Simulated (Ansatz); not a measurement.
**Run report: Si2H7OF, nudged elastic band (part 2 of 2)**

The same run, continued: Si2H7OF; RKS B3LYP-D4/6-31G* (Ansatz 0.2.0). It belongs to a series of runs on one base structure; here: band between the two ends.

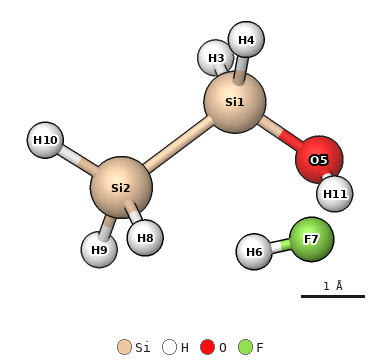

Figure 1. The starting structure (ball-and-stick view, seen at a tilt; atoms are numbered from 1 in the order of the input).

### The last band as extended XYZ, continued
```
11
Properties=species:S:1:pos:R:3:forces:R:3 image=7 energy=-20635.67228
Si   -0.4056   -1.7019    0.0366   -0.0009  -0.0033  -0.0013
Si    0.9198    2.1784   -0.1867    0.0030   0.0110   0.0025
H    -0.0831   -0.7777   -1.0675   -0.0040  -0.0054  -0.0038
H     0.2755   -3.0155   -0.0944   -0.0061  -0.0045  -0.0017
O    -2.0477   -1.8542    0.0207   -0.0074   0.0037  -0.0096
H     0.4500    1.5910    1.0901    0.0017   0.0132   0.0033
F     0.1054   -1.0653    1.4250    0.0060  -0.0057   0.0011
H     1.4672    3.5387    0.0590    0.0005   0.0056  -0.0073
H    -0.2145    2.2699   -1.1426    0.0015  -0.0038   0.0015
H     1.9822    1.3210   -0.7746    0.0007  -0.0024   0.0090
H    -2.4493   -2.4842    0.6346    0.0050  -0.0083   0.0062
11
Properties=species:S:1:pos:R:3:forces:R:3 image=8 energy=-20635.70138
Si   -0.4253   -1.7155   -0.1229    0.0123  -0.0069  -0.0029
Si    0.9343    2.1844   -0.0244   -0.0005   0.0030   0.0079
H    -0.1583   -0.9118   -1.3302   -0.0038  -0.0086  -0.0143
H     0.2833   -3.0210   -0.1214   -0.0002  -0.0001   0.0018
O    -2.0617   -1.9055   -0.0614   -0.0262   0.0128  -0.0210
H     0.6361    1.8841    1.3955    0.0118   0.0171   0.0152
F     0.1159   -0.9072    1.1637   -0.0027   0.0128  -0.0135
H     1.4265    3.5832   -0.1409   -0.0019   0.0024  -0.0172
H    -0.2972    2.0305   -0.8420   -0.0034  -0.0154   0.0138
H     1.9756    1.2584   -0.5402    0.0007  -0.0076   0.0157
H    -2.4293   -2.4793    0.6244    0.0138  -0.0096   0.0145
11
Properties=species:S:1:pos:R:3:forces:R:3 image=9 energy=-20635.72490
Si   -0.3999   -1.7220   -0.2181    0.0059  -0.0015   0.0012
Si    0.9122    2.1679    0.1009    0.0014   0.0018   0.0020
H    -0.0456   -1.0708   -1.4934    0.0015   0.0011   0.0018
H     0.2878   -3.0229   -0.0156   -0.0010  -0.0009  -0.0011
O    -2.0398   -1.8918   -0.2379   -0.0078   0.0035  -0.0050
H     0.9306    2.1210    1.5838   -0.0012  -0.0013  -0.0017
F     0.0718   -0.7777    1.0042   -0.0004   0.0001   0.0001
H     1.3008    3.5325   -0.3487   -0.0009  -0.0001   0.0002
H    -0.4507    1.8662   -0.4051   -0.0006  -0.0010  -0.0012
H     1.8816    1.1884   -0.4527   -0.0001  -0.0006  -0.0007
H    -2.4488   -2.3908    0.4826    0.0031  -0.0011   0.0044
11
Properties=species:S:1:pos:R:3:forces:R:3 image=10 energy=-20635.72210
Si   -0.3463   -1.7817   -0.1884   -0.0021  -0.0023  -0.0018
Si    0.8691    2.2117    0.1203    0.0151   0.0064  -0.0032
H     0.2123   -1.2871   -1.4610    0.0013   0.0021   0.0012
H     0.2513   -3.0677    0.2532    0.0018  -0.0002  -0.0029
O    -1.9724   -1.9143   -0.4290    0.0070   0.0024   0.0026
H     1.1981    2.0102    1.5533   -0.0047  -0.0010  -0.0052
F    -0.0150   -0.7168    0.9799   -0.0030  -0.0015  -0.0009
H     1.2894    3.5810   -0.2861   -0.0055  -0.0049   0.0008
H    -0.5927    2.0722   -0.0981    0.0017  -0.0047   0.0001
H     1.6003    1.2239   -0.7147   -0.0054   0.0031   0.0067
H    -2.4940   -2.3313    0.2708   -0.0061   0.0006   0.0026
```

The run was set up as follows.

### Input
```yaml
crystal:
  periodic: [false, false, false]
  atoms:
    - { symbol: Si, position_ang: [-0.064181, -1.093069, -0.73755] }
    - { symbol: Si, position_ang: [0.627843, 1.160752, -0.669517] }
    - { symbol: H, position_ang: [-0.300733, -1.500711, -2.145169] }
    - { symbol: H, position_ang: [1.048185, -1.917084, -0.176676] }
    - { symbol: O, position_ang: [-1.504025, -1.286798, 0.069712] }
    - { symbol: H, position_ang: [-0.137345, 0.647166, 2.036024] }
    - { symbol: F, position_ang: [-0.568148, -0.102831, 2.412227] }
    - { symbol: H, position_ang: [0.739027, 1.592583, 0.770347] }
    - { symbol: H, position_ang: [-0.353143, 2.092458, -1.288799] }
    - { symbol: H, position_ang: [1.971507, 1.395928, -1.266347] }
    - { symbol: H, position_ang: [-1.459087, -0.988294, 0.995846] }
basis:
  gaussian: { orbitals: "6-31G*" }
hamiltonian:
  xc: b3lyp
  dispersion: d4
neb:
  order_check: false
  images: 9
  f_tol: 0.03
  max_iterations: 60
  final_atoms:
    - { symbol: Si, position_ang: [-0.3463166, -1.78168643, -0.1884092] }
    - { symbol: Si, position_ang: [0.86907227, 2.21166504, 0.12028765] }
    - { symbol: H, position_ang: [0.21226004, -1.28707024, -1.46099884] }
    - { symbol: H, position_ang: [0.25126036, -3.0677458, 0.25322934] }
    - { symbol: O, position_ang: [-1.97242313, -1.91426222, -0.42900141] }
    - { symbol: H, position_ang: [1.19811945, 2.01016039, 1.55328779] }
    - { symbol: F, position_ang: [-0.01500237, -0.71681461, 0.9798586] }
    - { symbol: H, position_ang: [1.28938396, 3.58098865, -0.28612983] }
    - { symbol: H, position_ang: [-0.59274951, 2.07218201, -0.09809203] }
    - { symbol: H, position_ang: [1.60025343, 1.22394019, -0.71469835] }
    - { symbol: H, position_ang: [-2.4939579, -2.33125697, 0.27076429] }
  initial_path:
    images:
      - { positions_ang: [[-0.064181, -1.093069, -0.73755], [0.627843, 1.160752, -0.669517], [-0.300733, -1.500711, -2.145169], [1.048185, -1.917084, -0.176676], [-1.504025, -1.286798, 0.069712], [-0.137345, 0.647166, 2.036024], [-0.568148, -0.102831, 2.412227], [0.739027, 1.592583, 0.770347], [-0.353143, 2.092458, -1.288799], [1.971507, 1.395928, -1.266347], [-1.459087, -0.988294, 0.995846]] }
      - { positions_ang: [[-0.0690985, -1.08534668, -0.61947844], [0.63012749, 1.21493622, -0.60557621], [-0.2468583, -1.42975293, -2.03918403], [1.01489631, -1.93476015, -0.0680664], [-1.53954055, -1.29063713, 0.04092488], [-0.07446457, 0.58453511, 1.84723477], [-0.49085779, -0.19809552, 2.2896118], [0.83127838, 1.7661575, 0.72420989], [-0.37691972, 2.09092213, -1.23920655], [1.91508773, 1.35128776, -1.27967454], [-1.59375049, -1.0691463, 0.94930283]] }
      - { positions_ang: [[-0.07401599, -1.07762436, -0.50140688], [0.63241197, 1.26912044, -0.54163541], [-0.1929836, -1.35879486, -1.93319906], [0.98160762, -1.9524363, 0.04054321], [-1.5750561, -1.29447626, 0.01213775], [-0.01158413, 0.52190421, 1.65844554], [-0.41356757, -0.29336005, 2.16699659], [0.92352976, 1.939732, 0.67807278], [-0.40069644, 2.08938625, -1.1896141], [1.85866846, 1.30664752, -1.29300209], [-1.72841398, -1.1499986, 0.90275967]] }
      - { positions_ang: [[-0.07893349, -1.06990204, -0.38333533], [0.63469646, 1.32330467, -0.47769462], [-0.1391089, -1.28783679, -1.8272141], [0.94831894, -1.97011245, 0.14915281], [-1.61057165, -1.29831539, -0.01664937], [0.0512963, 0.45927332, 1.46965631], [-0.33627736, -0.38862457, 2.04438139], [1.01578114, 2.11330649, 0.63193568], [-0.42447316, 2.08785038, -1.14002165], [1.80224918, 1.26200728, -1.30632963], [-1.86307747, -1.2308509, 0.8562165]] }
      - { positions_ang: [[-0.08385099, -1.06217972, -0.26526377], [0.63698094, 1.37748889, -0.41375382], [-0.08523419, -1.21687872, -1.72122913], [0.91503025, -1.98778861, 0.25776242], [-1.6460872, -1.30215452, -0.0454365], [0.11417674, 0.39664243, 1.28086708], [-0.25898714, -0.48388909, 1.92176618], [1.10803252, 2.28688099, 0.58579857], [-0.44824988, 2.08631451, -1.0904292], [1.74582991, 1.21736704, -1.31965717], [-1.99774096, -1.3117032, 0.80967334]] }
      - { positions_ang: [[-0.08876849, -1.0544574, -0.14719221], [0.63926543, 1.43167311, -0.34981303], [-0.03135949, -1.14592065, -1.61524416], [0.88174156, -2.00546476, 0.36637202], [-1.68160275, -1.30599365, -0.07422362], [0.17705717, 0.33401154, 1.09207785], [-0.18169693, -0.57915361, 1.79915098], [1.2002839, 2.46045549, 0.53966146], [-0.4720266, 2.08477863, -1.04083675], [1.68941064, 1.17272679, -1.33298472], [-2.13240444, -1.3925555, 0.76313017]] }
      - { positions_ang: [[-0.14027811, -1.1999032, -0.15543561], [0.68522679, 1.58767149, -0.25579289], [0.01736441, -1.17415057, -1.5843951], [0.75564532, -2.21792097, 0.34374348], [-1.73976683, -1.42764736, -0.14517918], [0.38126963, 0.66924131, 1.18431984], [-0.14835801, -0.60668581, 1.6352925], [1.21810391, 2.68456212, 0.3745032], [-0.49617118, 2.08225931, -0.8522878], [1.6715792, 1.18296947, -1.20932744], [-2.20471514, -1.58029579, 0.664657]] }
      - { positions_ang: [[-0.19178773, -1.34534901, -0.16367901], [0.73118816, 1.74366988, -0.16177276], [0.06608832, -1.20238049, -1.55354603], [0.62954908, -2.43037717, 0.32111495], [-1.7979309, -1.54930108, -0.21613474], [0.58548208, 1.00447108, 1.27656183], [-0.1150191, -0.63421801, 1.47143403], [1.23592393, 2.90866875, 0.20934494], [-0.52031576, 2.07973998, -0.66373886], [1.65374776, 1.19321215, -1.08567017], [-2.27702583, -1.76803609, 0.56618382]] }
      - { positions_ang: [[-0.24329736, -1.49079482, -0.17192241], [0.77714953, 1.89966827, -0.06775262], [0.11481223, -1.2306104, -1.52269697], [0.50345284, -2.64283338, 0.29848641], [-1.85609498, -1.67095479, -0.28709029], [0.78969454, 1.33970085, 1.36880381], [-0.08168019, -0.66175021, 1.30757555], [1.25374394, 3.13277538, 0.04418668], [-0.54446034, 2.07722066, -0.47518991], [1.63591631, 1.20345483, -0.9620129], [-2.34933652, -1.95577638, 0.46771064]] }
      - { positions_ang: [[-0.29480698, -1.63624062, -0.18016581], [0.8231109, 2.05566665, 0.02626751], [0.16353614, -1.25884032, -1.4918479], [0.3773566, -2.85528959, 0.27585787], [-1.91425905, -1.79260851, -0.35804585], [0.99390699, 1.67493062, 1.4610458], [-0.04834128, -0.68928241, 1.14371708], [1.27156395, 3.35688202, -0.12097158], [-0.56860493, 2.07470134, -0.28664097], [1.61808487, 1.21369751, -0.83835563], [-2.42164721, -2.14351668, 0.36923747]] }
      - { positions_ang: [[-0.3463166, -1.78168643, -0.1884092], [0.86907227, 2.21166504, 0.12028765], [0.21226004, -1.28707024, -1.46099884], [0.25126036, -3.0677458, 0.25322934], [-1.97242313, -1.91426222, -0.42900141], [1.19811945, 2.01016039, 1.55328779], [-0.01500237, -0.71681461, 0.9798586], [1.28938396, 3.58098865, -0.28612983], [-0.59274951, 2.07218201, -0.09809203], [1.60025343, 1.22394019, -0.71469835], [-2.4939579, -2.33125697, 0.27076429]] }
```

Command:
```bash
ansatz run input.yaml --threads 2 --pin off --max-ram 3072MiB --backend cpu --events-out ev --progress --plain --runs-dir out
```

### Results in brief

```tsv
quantity	value
outcome	converged
barrier, forward	1.432 eV
barrier, backward	3.112 eV
hardware	2 threads of Arm Neoverse V1, 24 GiB of memory available, shared host
wall time	6.1 min (CPU time 12 min)
peak memory	0.18 GiB
```

### Remarks

The order of the saddle point was not checked.
